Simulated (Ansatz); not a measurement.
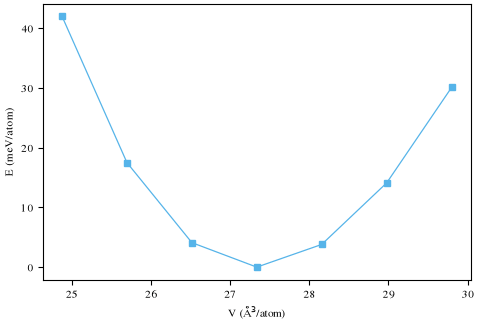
Figure. Sn (body-centred tetragonal, I4/mmm) under volume change, r²SCAN in the plane-wave PAW code Ansatz, shape and atoms relaxed at each volume.

Question: What does a third-order Birch–Murnaghan fit give for V₀, B₀ and B′?

Answer: V₀ = 27.33 Å³/atom, B₀ = 51.1 GPa, B′ = 4.7.

This is a known high-pressure phase of the composition, computed here at zero pressure and temperature. The r²SCAN relaxation kept the symmetry of its start. At this level the phase is mechanically unstable. Spin–orbit coupling is left out wherever it is not named.

Potentials: the later of the program's two PAW sets.
